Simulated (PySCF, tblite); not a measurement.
# C5H8F2SSi: geometry, infrared bands and NMR shifts

Wanted: the infrared bands and NMR shifts of C5H8F2SSi (`F[C@@H]1CSC=CC[Si@H]1F`), by calculation.

The runs use tblite 0.8.0 and PySCF 2.14.0, with density-fitted response routines of our own; the level of theory stands in each step. All values are computed, except where a source is named. Atoms count from 0, in the outputs and in this text.

### Step 1. The starting structure

17 atoms, charge 0, multiplicity 1; geometry from: force field or distance geometry start.

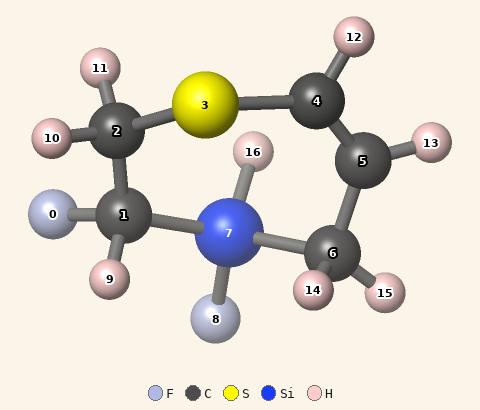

The starting geometry (fluorine light blue, carbon dark grey, sulfur yellow, silicon blue, hydrogen pink), atoms numbered.

### Step 2. Optimising the geometry with GFN2-xTB

The job: settings as JSON, then the geometry in Å.

```
{"job": {"kind": "relax", "xc": "GFN2-xTB", "basis": "xTB"}, "charge": 0, "multiplicity": 1}
F     -2.346500    -1.308200    -1.072100
C     -1.472500    -0.783300    -0.134300
C     -1.870600     0.622500     0.086200
S     -0.822900     1.641500     1.101500
C      0.877100     1.727400     0.562000
C      1.781800     0.787500     0.310600
C      1.586700    -0.680700     0.456700
Si     0.225000    -1.084100    -0.761800
F      0.374400    -2.684600    -1.299400
H     -1.643200    -1.445700     0.778200
H     -2.879300     0.575200     0.612600
H     -2.134200     1.181800    -0.861600
H      1.263100     2.743000     0.381900
H      2.779500     1.082500    -0.025800
H      1.238300    -0.867500     1.510500
H      2.500800    -1.251600     0.290900
H      0.535300    -0.243700    -1.946400
```

Started as:

```
$ OMP_NUM_THREADS=1 python probes_run.py task.json out
```

This one command runs all jobs of the session in turn.

Standard output:

```text
step      E/eV     max force
  0    -795.11366    3.342
  1    -795.44881    1.181
  2    -795.52288    0.504
  3    -795.55764    0.485
  4    -795.59966    0.473
  5    -795.62063    0.469
  6    -795.64454    0.346
  7    -795.65967    0.262
  8    -795.67242    0.294
  9    -795.68785    0.389
 10    -795.70382    0.394
 11    -795.71648    0.357
 12    -795.72683    0.321
 13    -795.73870    0.346
 14    -795.75276    0.413
 15    -795.76711    0.368
 16    -795.77919    0.269
 17    -795.78832    0.223
 18    -795.79713    0.239
 19    -795.80774    0.243
 20    -795.81735    0.237
 21    -795.82537    0.224
 22    -795.83319    0.258
 23    -795.84070    0.262
 24    -795.84765    0.194
 25    -795.85379    0.169
 26    -795.85917    0.192
 27    -795.86441    0.226
 28    -795.86942    0.178
 29    -795.87320    0.121
 30    -795.87543    0.109
 31    -795.87683    0.102
 32    -795.87810    0.090
 33    -795.87966    0.082
 34    -795.88113    0.108
 35    -795.88229    0.113
 36    -795.88386    0.101
 37    -795.88582    0.114
 38    -795.88802    0.132
 39    -795.88976    0.113
 40    -795.89093    0.080
 41    -795.89194    0.079
 42    -795.89320    0.091
 43    -795.89466    0.103
 44    -795.89600    0.080
 45    -795.89711    0.085
 46    -795.89817    0.093
 47    -795.89944    0.104
 48    -795.90098    0.109
 49    -795.90251    0.071
 50    -795.90370    0.083
 51    -795.90466    0.081
 52    -795.90564    0.073
 53    -795.90661    0.091
 54    -795.90739    0.053
 55    -795.90789    0.050
 56    -795.90818    0.036
 57    -795.90840    0.038
 58    -795.90864    0.034
 59    -795.90884    0.024
 60    -795.90898    0.029
 61    -795.90906    0.030
 62    -795.90916    0.029
 63    -795.90930    0.025
 64    -795.90951    0.030
 65    -795.90970    0.033
 66    -795.90981    0.029
 67    -795.90989    0.021
 68    -795.90996    0.019
 69    -795.91002    0.016
 70    -795.91007    0.015
 71    -795.91011    0.016
 72    -795.91015    0.018
 73    -795.91021    0.019
 74    -795.91028    0.023
 75    -795.91034    0.017
 76    -795.91037    0.011
 77    -795.91039    0.010
 78    -795.91042    0.015
 79    -795.91047    0.021
 80    -795.91051    0.016
 81    -795.91053    0.011
 82    -795.91054    0.009
```

Run time: 1.2 s. Hardware: 1 thread of Arm Neoverse N1, shared host.

Step by step: (not every step is listed)

```tsv
step	energy from step 0 (eV)	largest force (eV/Å)
0	0.0000	3.3421
1	-0.3351	1.1810
2	-0.4092	0.5041
3	-0.4440	0.4855
4	-0.4860	0.4733
5	-0.5070	0.4690
6	-0.5309	0.3458
7	-0.5460	0.2618
8	-0.5588	0.2942
14	-0.6391	0.4127
20	-0.7037	0.2368
26	-0.7455	0.1923
32	-0.7644	0.0896
38	-0.7744	0.1320
44	-0.7823	0.0796
50	-0.7900	0.0833
56	-0.7945	0.0357
62	-0.7955	0.0287
68	-0.7963	0.0189
74	-0.7966	0.0234
77	-0.7967	0.0105
78	-0.7968	0.0153
79	-0.7968	0.0212
80	-0.7969	0.0164
81	-0.7969	0.0107
82	-0.7969	0.0094
```

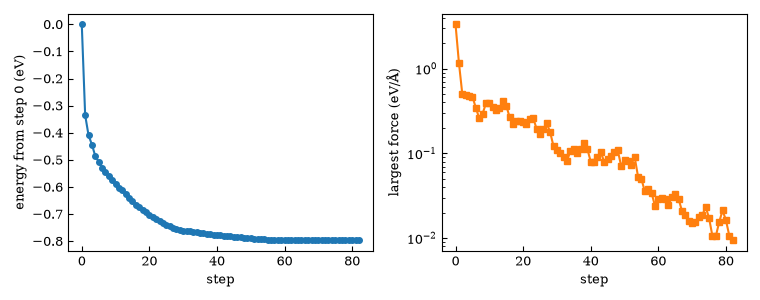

Energy and largest force along the relaxation.

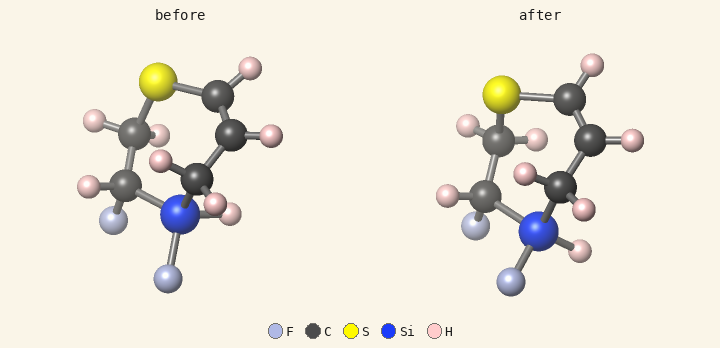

The geometry before (left) and after (right).

Close pairs (by a distance rule), those that changed most:

```tsv
bond	before (Å)	after (Å)	change (Å)
C1–Si7	1.835	1.919	+0.084
Si7–F8	1.695	1.613	-0.081
C2–H10	1.139	1.092	-0.047
C2–S3	1.780	1.827	+0.047
C1–C2	1.478	1.522	+0.044
C1–H9	1.140	1.098	-0.042
C2–H11	1.132	1.089	-0.042
Si7–H16	1.485	1.453	-0.033
```

The next job starts from the end point, and lists it.

### Step 3. Harmonic vibrations with GFN2-xTB

The job: settings as JSON, then the geometry in Å.

```
{"job": {"kind": "ir", "xc": "GFN2-xTB", "basis": "xTB"}, "charge": 0, "multiplicity": 1}
F     -2.435035    -1.137909    -1.189545
C     -1.499198    -0.797593    -0.213043
C     -1.694275     0.677040     0.109414
S     -0.726399     1.212776     1.562867
C      0.775510     1.748676     0.770519
C      1.672212     0.913064     0.268874
C      1.569336    -0.572141     0.317720
Si     0.245616    -1.267020    -0.859154
F      0.345548    -2.874862    -0.768681
H     -1.773562    -1.397038     0.664943
H     -2.738160     0.865570     0.366697
H     -1.417181     1.307253    -0.734785
H      0.904688     2.819127     0.758924
H      2.541604     1.325326    -0.226182
H      1.296921    -0.872794     1.333955
H      2.536047    -1.017519     0.089928
H      0.389331    -0.919927    -2.262360
```

Standard output:

```text
mode    cm-1     km/mol
  1      51.4      0.72
  2     111.8      4.91
  3     145.1      6.87
  4     157.4      4.11
  5     185.9      4.38
  6     196.5     19.60
  7     239.9      3.00
  8     280.1     11.77
  9     344.7      5.18
 10     385.9     10.93
 11     428.4      0.63
 12     535.7      4.62
 13     610.7     81.08
 14     636.2     79.25
 15     656.1     41.28
 16     694.7     85.65
 17     738.3     34.85
 18     756.3      6.12
 19     787.6     35.14
 20     806.5     75.05
 21     824.2    217.55
 22     876.6      2.07
 23     887.4     13.47
 24     987.1     67.69
 25    1031.8     20.18
 26    1065.1      5.07
 27    1091.9      6.40
 28    1118.1      5.57
 29    1198.7     14.96
 30    1219.2     35.44
 31    1224.7     22.10
 32    1257.3      8.30
 33    1276.6      0.41
 34    1286.3     26.37
 35    1439.7      7.21
 36    1445.2      2.87
 37    1661.7     19.95
 38    2355.8    225.02
 39    2898.9     22.89
 40    2945.5     11.22
 41    2981.3      7.37
 42    2994.4     12.45
 43    3012.0     17.37
 44    3050.4     23.46
 45    3081.1     21.44
```

Run time: 1.3 s. Hardware: 1 thread of Arm Neoverse N1, shared host.

The strongest bands and the atoms that carry them (share of the mass-weighted mode):

```tsv
cm⁻¹	km/mol	atoms
611	81.1	H16 50 %, C6 11 %, Si7 10 %
636	79.2	H16 81 %
656	41.3	H16 34 %, C1 33 %
695	85.7	H12 20 %, Si7 18 %, C4 15 %, H13 13 %
806	75.0	C6 25 %, H15 22 %, H14 12 %, Si7 12 %
824	217.6	F8 39 %, Si7 37 %
987	67.7	C1 58 %, F0 32 %
2356	225.0	H16 97 %
```

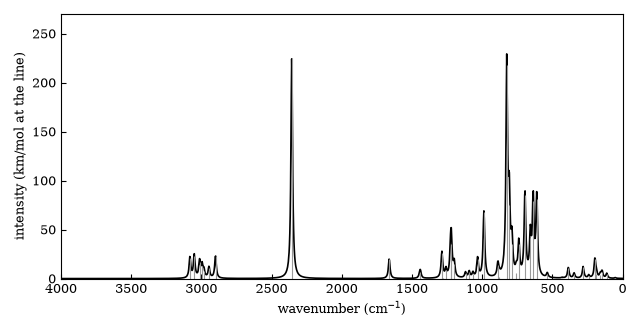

The infrared spectrum from these modes, unscaled. Lines are broadened to a width of 14 cm⁻¹ (Lorentzian).

### Step 4. Shielding tensors: PBE0/pcSseg-1

The job, as its differences from that of step 3:

```diff
@@ -1,2 +1,2 @@
-{"job": {"kind": "ir", "xc": "GFN2-xTB", "basis": "xTB"}, "charge": 0, "multiplicity": 1}
+{"job": {"kind": "nmr", "xc": "PBE0", "basis": "pcSseg-1"}, "charge": 0, "multiplicity": 1}
 F     -2.435035    -1.137909    -1.189545
```

Level: GIAO PBE0/pcSseg-1 NMR shielding, non-relativistic, gas phase.

Standard output:

```text
coarse grid: 15816 points
cycle   1  E = -1081.8477341854  dE =  1.084e+00  |g| = 7.105e-01  |ddm| = 3.891e+00
cycle   2  E = -1081.7665521433  dE =  8.118e-02  |g| = 1.051e+00  |ddm| = 1.323e+00
cycle   3  E = -1081.9349571914  dE = -1.684e-01  |g| = 8.691e-02  |ddm| = 8.134e-01
cycle   4  E = -1081.9363138873  dE = -1.357e-03  |g| = 3.571e-02  |ddm| = 1.053e-01
cycle   5  E = -1081.9366067427  dE = -2.929e-04  |g| = 7.429e-03  |ddm| = 3.993e-02
cycle   6  E = -1081.9366194583  dE = -1.272e-05  |g| = 2.830e-03  |ddm| = 1.389e-02
cycle   7  E = -1081.9366212204  dE = -1.762e-06  |g| = 8.991e-04  |ddm| = 3.730e-03
final grid: 145896 points
cycle   8  E = -1082.0042548347  dE = -3.663e-05  |g| = 9.123e-03  |ddm| = 2.963e-02
cycle   9  E = -1082.0042394806  dE =  1.535e-05  |g| = 1.233e-02  |ddm| = 1.901e-02
cycle  10  E = -1082.0042748495  dE = -3.537e-05  |g| = 1.080e-03  |ddm| = 1.171e-02
cycle  11  E = -1082.0042750307  dE = -1.812e-07  |g| = 3.191e-04  |ddm| = 1.038e-03
cycle  12  E = -1082.0042750476  dE = -1.698e-08  |g| = 7.198e-05  |ddm| = 3.634e-04
cycle  13  E = -1082.0042750487  dE = -1.096e-09  |g| = 3.555e-05  |ddm| = 1.305e-04
cycle  14  E = -1082.0042750490  dE = -2.924e-10  |g| = 9.188e-06  |ddm| = 3.330e-05
converged SCF energy = -1082.0042750490

GIAO shielding tensors (ppm)
atom      isotropic    diamagn.    paramagn.     s11        s22        s33       span
  0 F      388.842     471.479     -82.638    330.164    386.815    449.545    119.381
  1 C       92.712     249.253    -156.541     60.566     72.077    145.493     84.927
  2 C      140.899     250.332    -109.433    118.219    129.719    174.760     56.542
  3 S      565.041    1056.753    -491.712    386.450    547.487    761.187    374.737
  4 C       47.774     257.534    -209.760    -63.619     64.205    142.735    206.354
  5 C       41.580     255.988    -214.408    -80.249     47.041    157.947    238.196
  6 C      166.034     255.301     -89.267    140.646    172.649    184.806     44.160
  7 Si     349.972     876.402    -526.430    320.327    332.781    396.806     76.478
  8 F      379.652     465.803     -86.151    372.969    374.945    391.042     18.073
  9 H       26.820      30.143      -3.323     23.946     27.158     29.355      5.409
 10 H       28.463      29.604      -1.141     22.371     27.680     35.337     12.966
 11 H       29.285      31.019      -1.733     25.394     28.839     33.623      8.229
 12 H       24.952      30.419      -5.468     20.926     25.891     28.037      7.112
 13 H       25.141      30.403      -5.263     22.586     25.563     27.273      4.687
 14 H       28.801      30.766      -1.965     25.189     28.396     32.817      7.628
 15 H       29.727      29.409       0.318     25.080     27.838     36.263     11.183
 16 H       26.769      28.654      -1.885     23.684     25.112     31.510      7.826
```

Run time: 87 s. Hardware: 1 thread of Arm Neoverse N1, shared host; peak memory 0.92 GiB.

The references, computed at this level on geometries of the same kind, shield at (ppm): ¹H TMS 31.72, ¹³C TMS 186.9, ²⁹Si TMS 349.2, ¹⁹F CFCl3 170.9, ³³S CS2 504. Their shielding less the atom's gives the shift. The references are single molecules in the gas phase, so shifts against H2O, NH3, PH3, H3PO4 or CFCl3 are not on the usual liquid scales and can be off by tens of ppm.

```tsv
atoms	environment	σ (ppm)	δ (ppm)	δ scaled to CDCl3
C5	alkene CH	41.6	145.3	139.9
C4	alkene CH	47.8	139.2	129.5
C1	sp3 CH bonded to F and Si	92.7	94.2	90.0
C2	sp3 CH2 bonded to S	140.9	46.0	38.6
C6	allylic sp3 CH2 bonded to Si	166.0	20.9	18.5
H12	hydrogen on an alkene CH	24.95	6.77	6.48
H13	hydrogen on an alkene CH	25.14	6.58	6.31
H16	hydrogen on a silicon bonded to 2 C, F, in a 7-membered ring	26.77	4.95	–
H9	hydrogen on an sp3 CH bonded to F and Si	26.82	4.90	4.72
H10	hydrogen on an sp3 CH2 bonded to S	28.46	3.25	3.17
H14	hydrogen on an allylic sp3 CH2 bonded to Si	28.80	2.92	2.85
H11	hydrogen on an sp3 CH2 bonded to S	29.29	2.43	2.40
H15	hydrogen on an allylic sp3 CH2 bonded to Si	29.73	1.99	1.98
F8	fluorine bonded to Si	379.7	-208.7	–
F0	fluorine on an sp3 carbon	388.8	-217.9	–
S3	sulfide sulfur	565	-61	–
Si7	silicon bonded to 2 C, F, H, in a 7-membered ring	350.0	-0.8	–
```

The scaled column applies a straight-line fit of computed shieldings to shifts measured in CDCl3, with any fitted terms for Cl, Br or S neighbours, and one for carbons that bear F (root-mean-square error 0.16 ppm for H, 1.9 ppm for C).

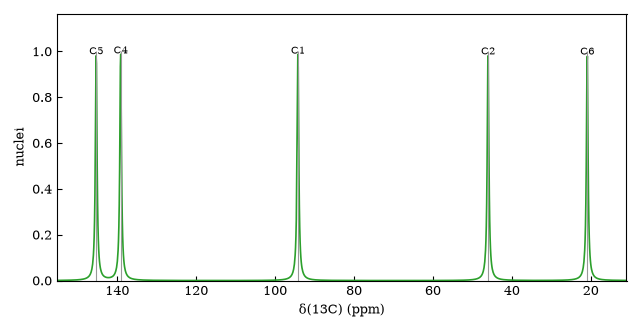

¹³C lines at the computed shifts, without couplings. Lines are broadened to a width of 0.50 ppm (Lorentzian).

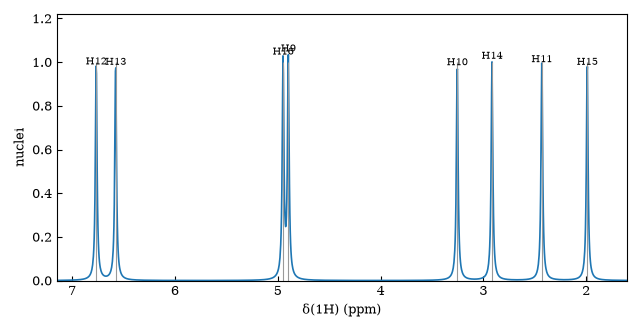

¹H lines at the computed shifts, without couplings. Lines are broadened to a width of 0.02 ppm (Lorentzian).

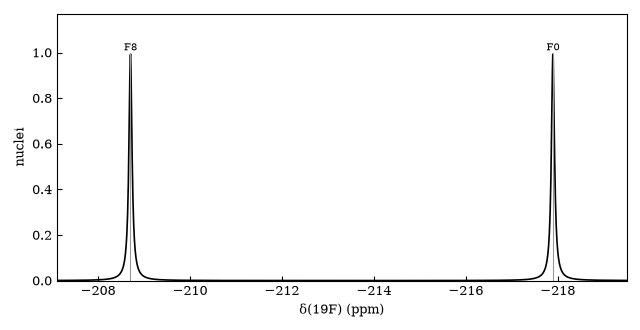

¹⁹F lines at the computed shifts, without couplings. Lines are broadened to a width of 0.08 ppm (Lorentzian).

The run also stored atomic charges by several schemes (e):

```tsv
atoms	Mulliken	IAO	Hirshfeld	ESP fit
F0	-0.34	-0.33	-0.12	-0.27
C1	-0.06	-0.11	-0.04	0.24
C2	-0.33	-0.35	-0.08	-0.38
S3	0.01	0.09	0.02	-0.17
C4	-0.26	-0.29	-0.08	-0.02
C5	-0.13	-0.12	-0.03	-0.22
C6	-0.52	-0.58	-0.16	-0.19
Si7	1.07	1.22	0.44	0.47
F8	-0.42	-0.53	-0.20	-0.30
```

ESP fit charges:

F0 -0.27; C1 0.24; C2 -0.38; S3 -0.17; C4 -0.02; C5 -0.22; C6 -0.19; Si7 0.47; F8 -0.30; H9 0.08; H10 0.21; H11 0.14; H12 0.11; H13 0.14; H14 0.09; H15 0.13; H16 -0.05

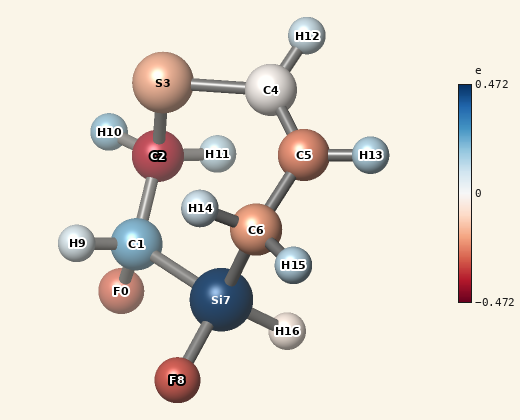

ESP fit charges, as colours on the atoms.

Mayer bond orders: F0–C1 0.82, C1–C2 0.98, C2–S3 0.98, S3–C4 1.06, C4–C5 1.85, C5–C6 1.05, C6–Si7 0.86, Si7–F8 0.93, Si7–C1 0.85.

Ring of atoms C1, C2, S3, C4, C5, C6, Si7: NICS(0) -2.9, NICS(1) -2.8, NICS(1)zz 3.1 ppm (means of both faces).

The two faces differ (NICS(1)zz 0.2 and 6.0 ppm).

The fields below are evaluated on a grid from the run's orbitals.

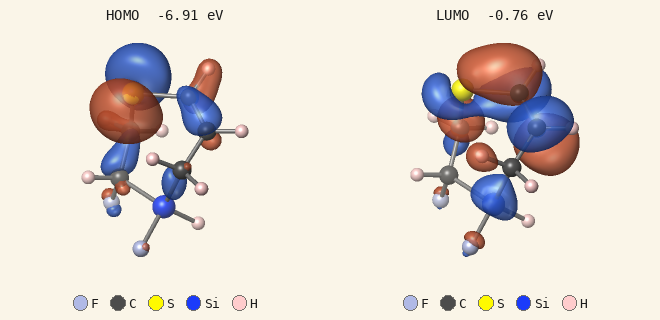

PBE0/pcSseg-1 orbitals near the gap, drawn at the value that encloses 70 % of each; the two colours are the two signs.

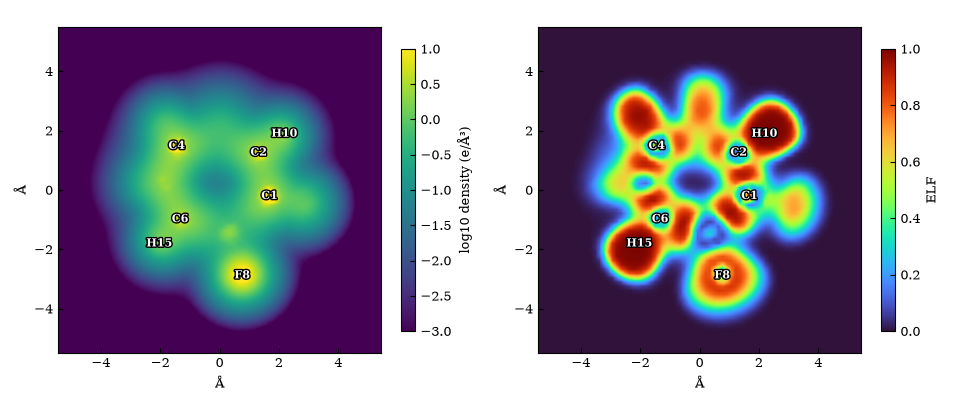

Density (left) and ELF (right) in a plane through or near 7 of the atoms.

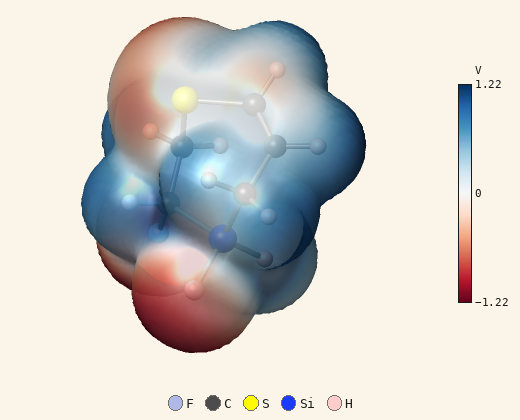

The potential that a unit positive charge feels on the 0.002 e/bohr³ surface, from -1.02 V near F8 to 1.22 V near H16.

### Step 5. What came out

| quantity | value |
| --- | --- |
| strongest single infrared mode (GFN2-xTB) | 2356 cm⁻¹, 225 km/mol |
| zero-point energy (GFN2-xTB) | 74.3 kcal/mol |
| ¹³C shifts against TMS (PBE0/pcSseg-1) | 145.3, 139.2, 94.2, 46.0, 20.9 ppm |
| ¹H shifts against TMS (PBE0/pcSseg-1) | 6.77, 6.58, 4.95, 4.90, 3.25, 2.92, 2.43, 1.99 ppm |
| ¹⁹F shifts against CFCl3 (PBE0/pcSseg-1) | -208.7, -217.9 ppm |
| ³³S shifts against CS2 (PBE0/pcSseg-1) | -61 ppm |
| ²⁹Si shifts against TMS (PBE0/pcSseg-1) | -0.8 ppm |
| surface potential, least and greatest | -1.02 V and 1.22 V |

Over 82 steps the energy fell by 0.797 eV; of the close pairs, C1–Si7 changed most, 1.835 to 1.919 Å. No mode is imaginary among the 45: a minimum at this level. The strongest single mode, at 2356 cm⁻¹, moves mainly H16. Unscaled tight-binding wavenumbers are off by several per cent, some by more. Its intensities can rank the bands wrongly. At PBE0/pcSseg-1: The largest span, 375 ppm, is at S3, where the paramagnetic term is -492 ppm. At PBE0/pcSseg-1, counted by nearest atom on the grid, the HOMO lies on S3 65 %, the LUMO on C4, C5 about 26 % each; S3 10 %.
